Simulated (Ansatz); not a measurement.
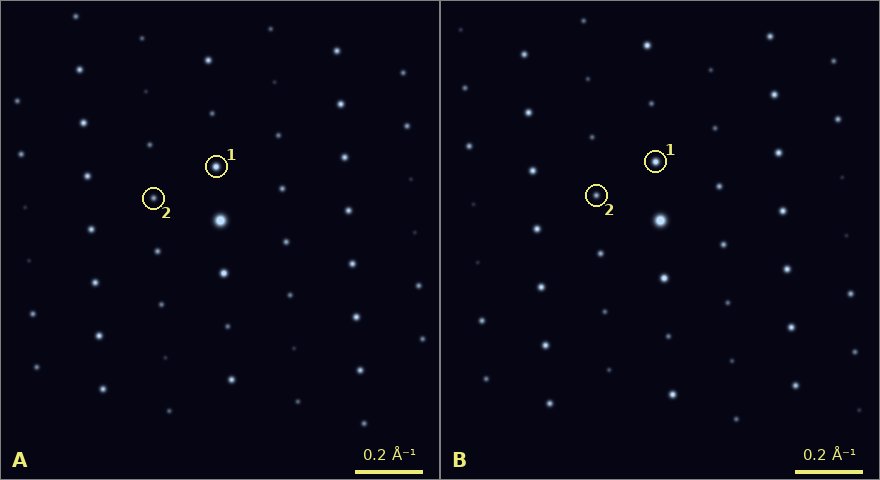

Kinematic electron diffraction patterns (120 kV, B = 0.5 Å², same scale) along [100] of the run's own cell, for the start and the end of one relaxation of Na2Pt3S4 with DFT, PAW plane waves, pbe in Ansatz 0.2.0. k mesh 4×4×4. The start is a generated model structure, and the relaxation ends in the nearest stationary point of its symmetry, not necessarily the ground state. Spot 1 is 0 -1 0 and spot 2 is 0 -1 -1 in both.

Start structure:

```
CELL_PARAMETERS angstrom
-2.98126 5.05741 0.00000
2.98126 0.00000 6.20513
2.98126 5.05741 0.00000
ATOMIC_POSITIONS crystal
Na 0.34300 0.68600 0.65700
Na 0.65700 0.31400 0.34300
Pt 0.00000 0.00000 0.00000
S 0.29000 0.24000 0.05000
S 0.95000 0.24000 0.71000
S 0.71000 0.76000 0.95000
S 0.05000 0.76000 0.29000
Pt 0.00000 0.00000 0.50000
Pt 0.50000 0.00000 0.00000
```

Question: Which pattern belongs to the start structure, and which to the relaxed one?

Answer: A is the start: its cell gives d(1) = 6.205 Å, d(2) = 4.746 Å and an angle of 67.5°. B is the relaxed structure, with d(1) = 5.677 Å (-8.5 %), d(2) = 4.858 Å (+2.4 %) and 64.7°.

Question: What did the relaxation do to the structure and the energy?

Answer: The volume changed by +5.0 % to 21.83 Å³ an atom; with the mean shift removed, the atoms moved by up to 0.18 Å relative to the cell (S most); the space group stayed Fmmm (No. 69); the free energy fell by 150 meV an atom. Relaxed cell: a = 6.437 Å, b = 6.446 Å, c = 6.437 Å, α = 77.03°, β = 56.61°, γ = 102.97°.
